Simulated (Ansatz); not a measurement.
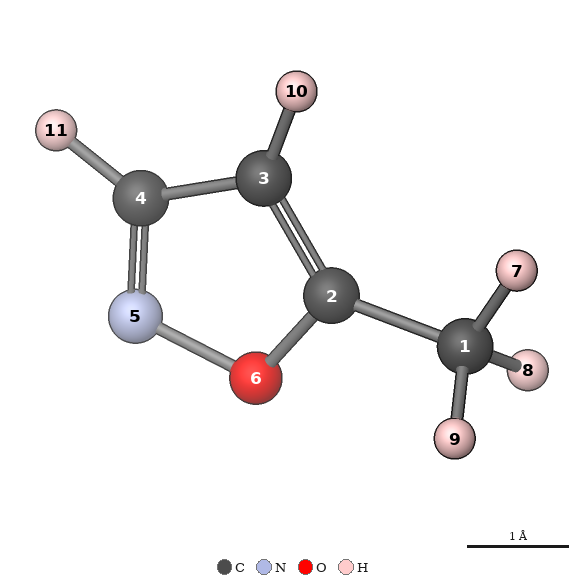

Orthographic view. Distant atoms are faded towards the background colour. The geometry was computed by an optimisation with PBE0-D4/def2-TZVP.

Write a MOL file (V2000) with the atoms in numerical order, bonds sorted by atom number with the orders drawn, and coordinates in the frame of the picture: x right, y up, z towards the viewer, origin at the mean position.

```
C4H5NO
                    3D

 11 11  0  0  0  0  0  0  0  0999 V2000
    1.5100   -0.7200    0.4100 C   0  0  0  0  0  0  0  0  0  0  0  0
    0.1800   -0.2100   -0.0100 C   0  0  0  0  0  0  0  0  0  0  0  0
   -0.4900    0.9500    0.2000 C   0  0  0  0  0  0  0  0  0  0  0  0
   -1.7100    0.7500   -0.5000 C   0  0  0  0  0  0  0  0  0  0  0  0
   -1.7600   -0.4200   -1.0700 N   0  0  0  0  0  0  0  0  0  0  0  0
   -0.5700   -1.0300   -0.7600 O   0  0  0  0  0  0  0  0  0  0  0  0
    2.0200    0.0300    1.0100 H   0  0  0  0  0  0  0  0  0  0  0  0
    2.1300   -0.9500   -0.4500 H   0  0  0  0  0  0  0  0  0  0  0  0
    1.4000   -1.6300    1.0100 H   0  0  0  0  0  0  0  0  0  0  0  0
   -0.1600    1.8100    0.7600 H   0  0  0  0  0  0  0  0  0  0  0  0
   -2.5400    1.4200   -0.6000 H   0  0  0  0  0  0  0  0  0  0  0  0
  1  2  1  0
  1  7  1  0
  1  8  1  0
  1  9  1  0
  2  3  2  0
  2  6  1  0
  3  4  1  0
  3 10  1  0
  4  5  2  0
  4 11  1  0
  5  6  1  0
M  END
```
